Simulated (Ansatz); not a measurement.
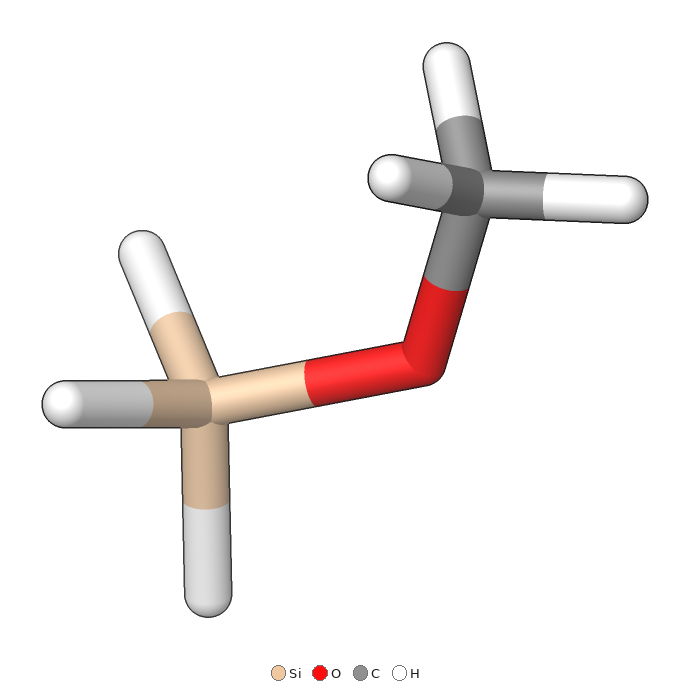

A stick model of a molecule.

Computed geometry: PBE0-D4/def2-TZVP optimisation.

What does the picture show?

Formula CH6OSi. This geometry has Cs symmetry. Coordination: 1 Si tetrahedral; 1 O bent; 1 C tetrahedral.

More results for the same structure follow; atom numbers are the same in all pictures, views and colours differ.

## Geometry

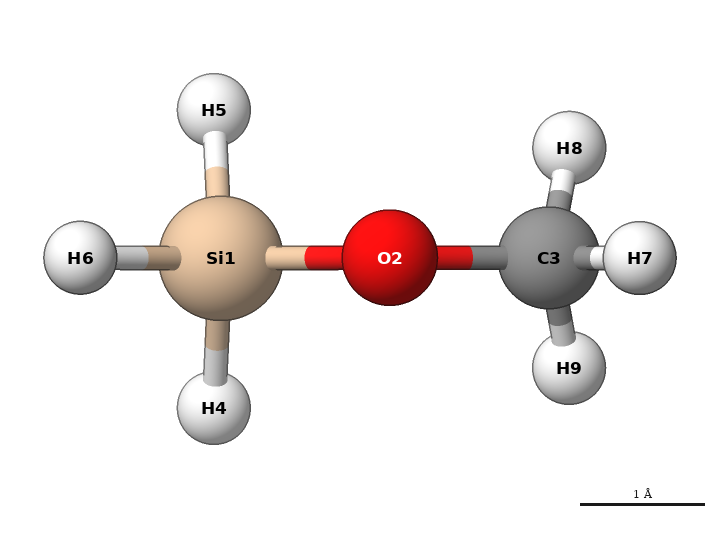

Numbered structure.

Estimate the angles O2–Si1–H4, O2–Si1–H6, Si1–O2–C3, O2–C3–H7, O2–C3–H8.

| angle | degrees |
| --- | --- |
| O2–Si1–H4 | 110.9 |
| O2–Si1–H6 | 106.5 |
| Si1–O2–C3 | 122.4 |
| O2–C3–H7 | 108.3 |
| O2–C3–H8 | 111.5 |

## Electronic properties

Level of theory: RKS PBE0-D4/def2-TZVP (Ansatz 0.2.0).

Question: Give the dispersion correction at this level.

Answer: −10.5 kJ/mol.

Question: Give the dipole moment at this level.

Answer: 1.10 D.

## Vibrations

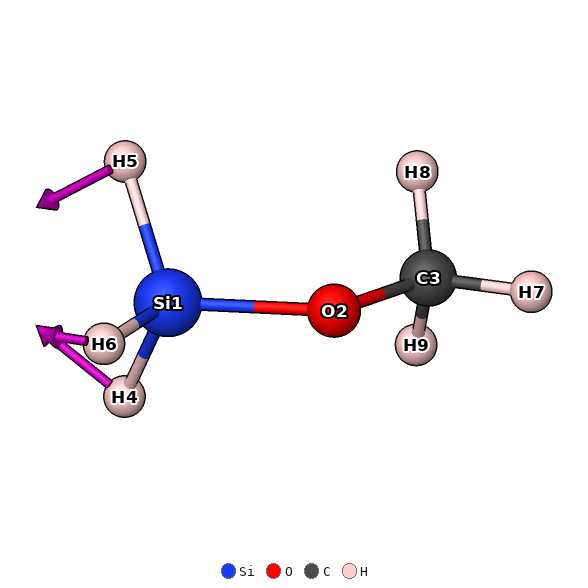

The arrows show one normal mode. Harmonic vibrations computed with RKS PBE0-D4/def2-TZVP (Ansatz 0.2.0) at a stationary point of the same level.

Question: What kind of motion is it?

Answer: Mostly angle bending.

Question: At what wavenumber does it lie?

Answer: 978 cm⁻¹; it is mode 9 of 21 counted from the lowest.

## Charges

The questions are on Mulliken charges. Level of theory: RKS PBE0-D4/def2-TZVP (Ansatz 0.2.0).

Give the Mulliken charges atom by atom.

| atom | value (e) |
| --- | --- |
| Si1 | 0.30 |
| O2 | −0.35 |
| C3 | −0.21 |
| H4 | −0.04 |
| H5 | −0.04 |
| H6 | −0.03 |
| H7 | 0.13 |
| H8 | 0.12 |
| H9 | 0.12 |

Mulliken values depend strongly on the basis set and can even reverse the polarity of a bond.
